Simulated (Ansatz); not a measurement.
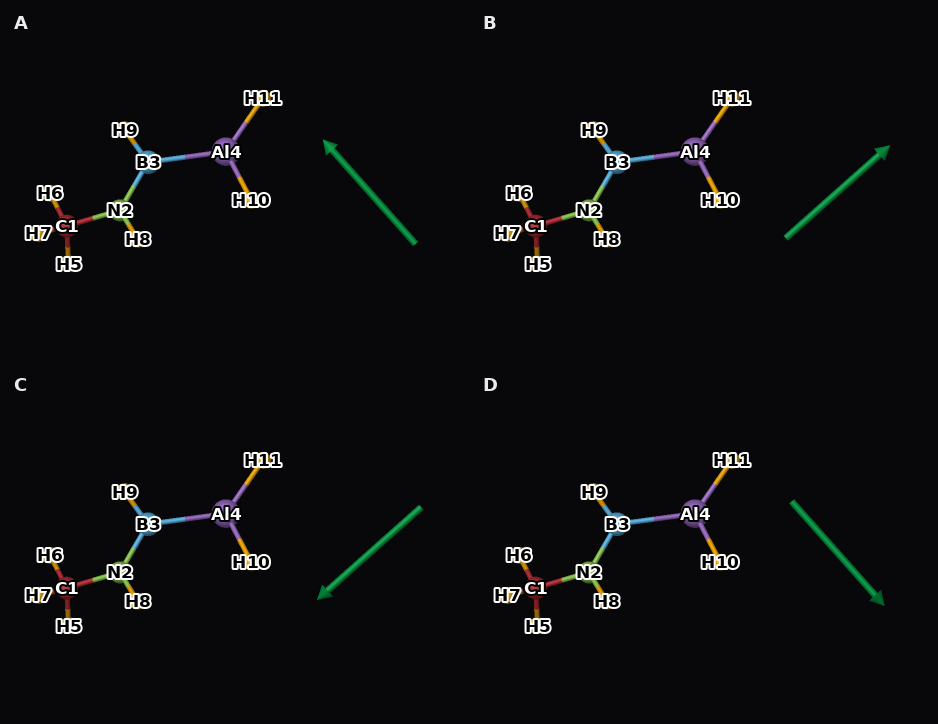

The same molecule four times, each with an arrow. The computed structure is the end point of a PBE-D4/def2-SVP optimisation. No frequency run is at hand to confirm it as a minimum. Method: RKS PBE-D4/def2-SVP (Ansatz 0.2.0).

Question: Which arrow points along the dipole moment, from the negative to the positive end?

Answer: C. The dipole moment is 3.12 D; it points from the side of H11 to the side of H5, H7 (the outermost atoms at the two ends).
